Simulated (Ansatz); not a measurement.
# H₂Te: what the fields show

The calculation's input:

```
crystal:
  periodic: [false, false, false]
  atoms:
    - {symbol: Te, position_ang: [0.021544, -0.861203, -1.720942]}
    - {symbol: H, position_ang: [-0.402857, -0.315973, -3.225525]}
    - {symbol: H, position_ang: [0.318278, 0.692142, -1.230791]}
basis:
  gaussian: {orbitals: "def2-TZVPPD.json"}
hamiltonian: {xc: pbe0, dispersion: d4}
output: {orbitals: {seedname: orbitals}}
```

Run with:

```sh
ansatz run in.yaml --threads 4 --pin off --events-out ev --progress --plain --max-ram 9574MiB
```

Geometry: PBE0-D4/def2-TZVP; core potentials replace the inner electrons of Te.

All numbers below come from Ansatz 0.2.0, RKS PBE0-D4/def2-TZVPPD.

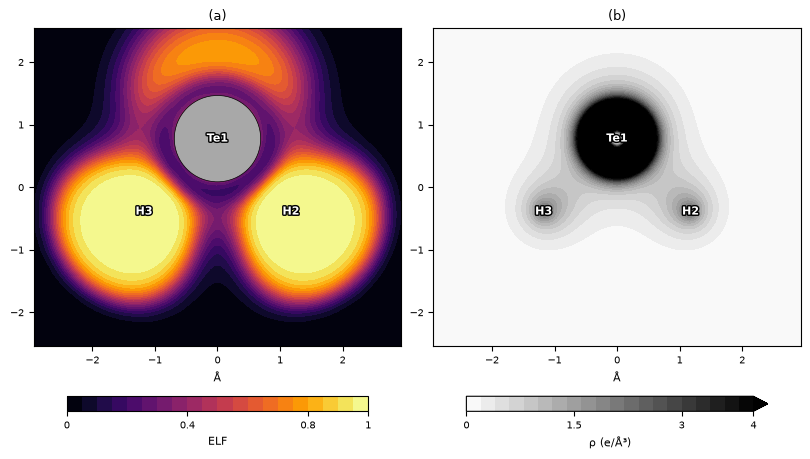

Figure 1. (a) electron localisation function; (b) electron density on the molecular plane. Grey discs cover the atomic cores in the ELF map.

> Describe what can be read from this map.

- The plane passes through Te and H nuclei.
- Te–H (1.66 Å): the density is about 1.3 e/Å³ at the midpoint; the ELF climbs to about 1 towards the hydrogen, as it does in any bond to H.
- The ELF also peaks beside Te1, away from the bonds: lone-pair regions.

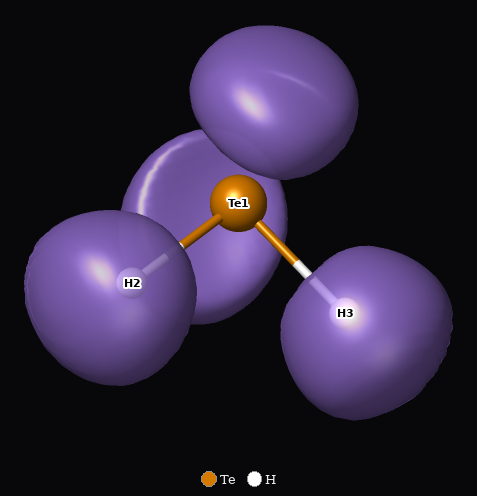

Figure 2. Isosurface of the electron localisation function at 0.85 (purple), seen at a tilt. Core shells and regions of very low density are left out.

> Describe the localisation domains.

The surface consists of two regions around hydrogen nuclei and two lobes on Te, pointing away from the bonds (lone pairs).

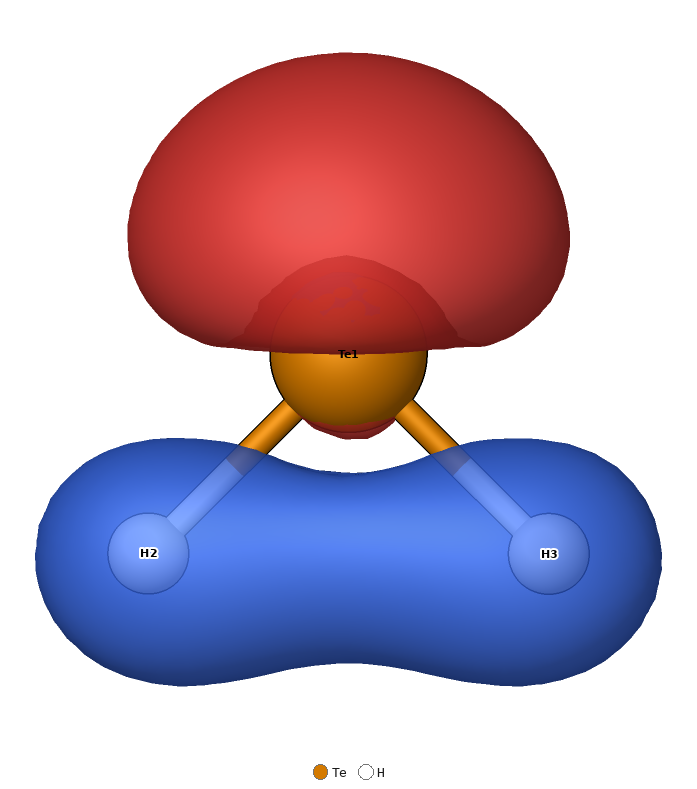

Figure 3. The HOMO−1 at ±0.15 Å⁻³ᐟ² (red and blue are the two phases), seen across its widest extent.

> What is the character of this orbital?

Its weight (Hirshfeld) is mainly on Te1 (about 75 %), H2 (about 15 %) and H3 (about 15 %); it is symmetric in the molecular plane (an in-plane orbital: σ, lone-pair or in-plane π type). Its energy is −9.47 eV.
